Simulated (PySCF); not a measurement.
```csv
atom,x (Å),y (Å),z (Å)
Cu,0.0000,0.0000,-0.3569
O,0.0000,0.0000,1.4041
```

Level of theory: PBE0/def2-TZVPPD, non-relativistic Hamiltonian with scalar-relativistic core potentials where named, at a bond length of 1.761 Å (PySCF 2.14.0).

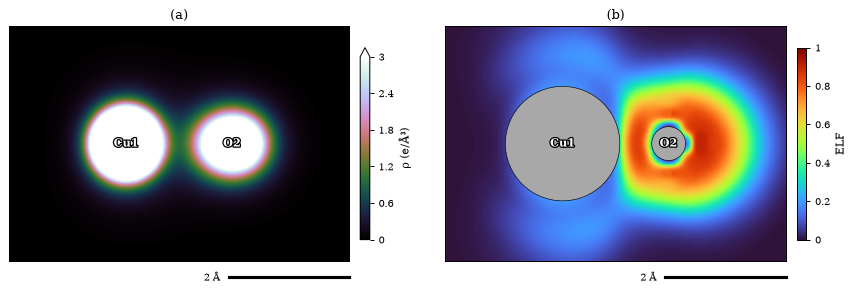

CuO (doublet). (a) electron density; (b) electron localisation function on a plane that holds the molecular axis. Grey discs cover the atomic cores in the ELF map.

What does the map show?

- The section cuts through Cu and O sites.
- Cu–O (1.76 Å): ρ at the midpoint is about 0.97 e/Å³; the ELF peaks at about 0.85 in the valence shell of O, 0.5 Å from its nucleus, and is about 0.20 at the midpoint.
